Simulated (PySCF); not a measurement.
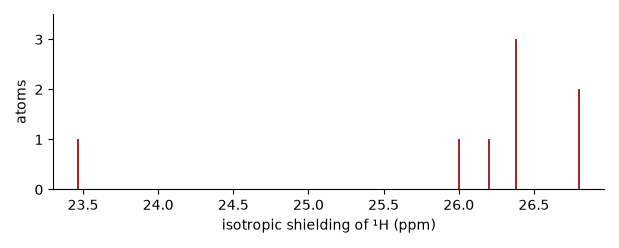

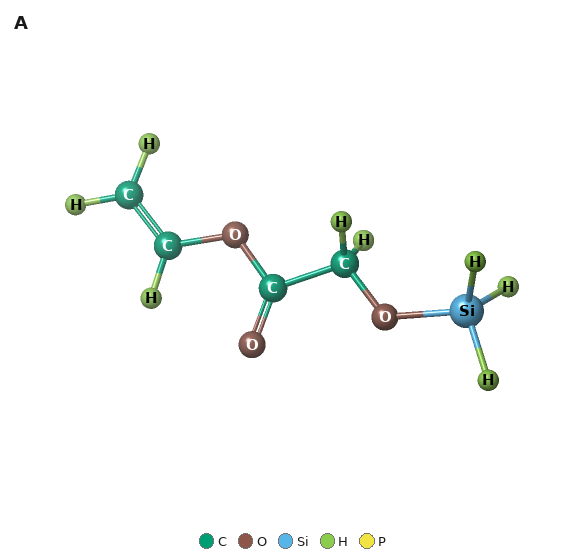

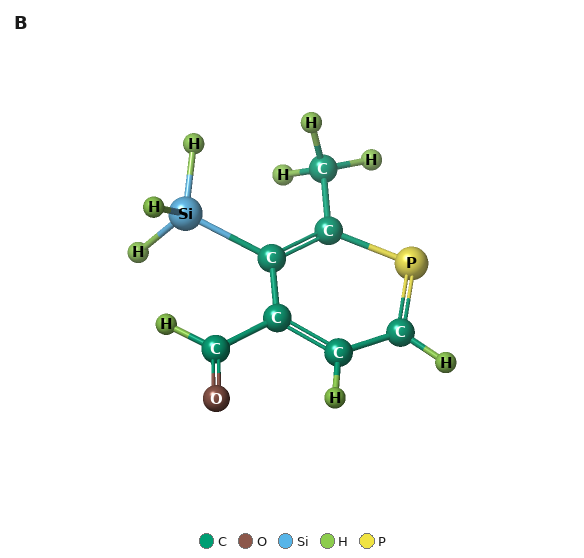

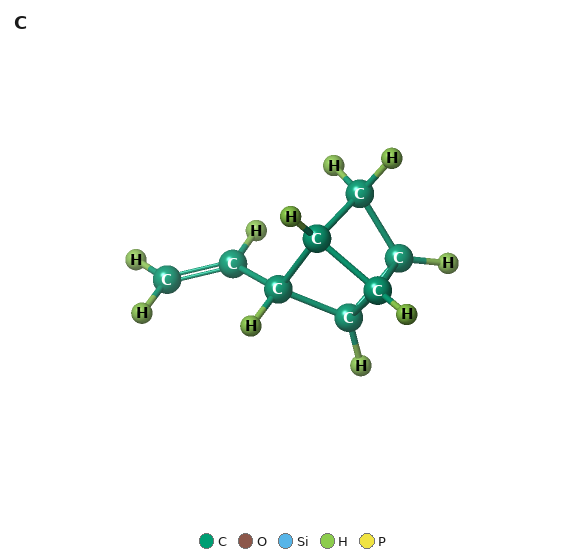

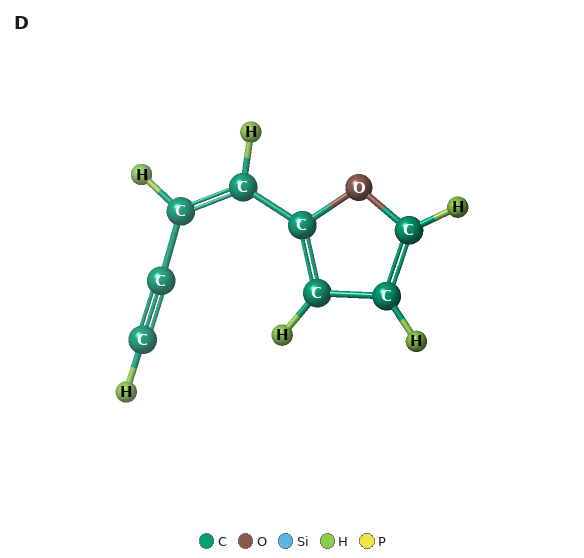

The sticks are computed shieldings of one of the molecules, for one fixed geometry (PBE0-D3(BJ)/def2-SVP) without averaging over rotations. Low shielding means a high chemical shift. Method: GIAO PBE0/pcSseg-1 NMR shielding, non-relativistic, IEF-PCM acetonitrile (PySCF 2.14.0).

### Match the spectrum to a structure.

A, `C=COC(=O)CO[SiH3]`. Its 8 H atoms give lines at 23.47, 26.00, 26.20, 26.38 (3 atoms), 26.80 (2 atoms) ppm.
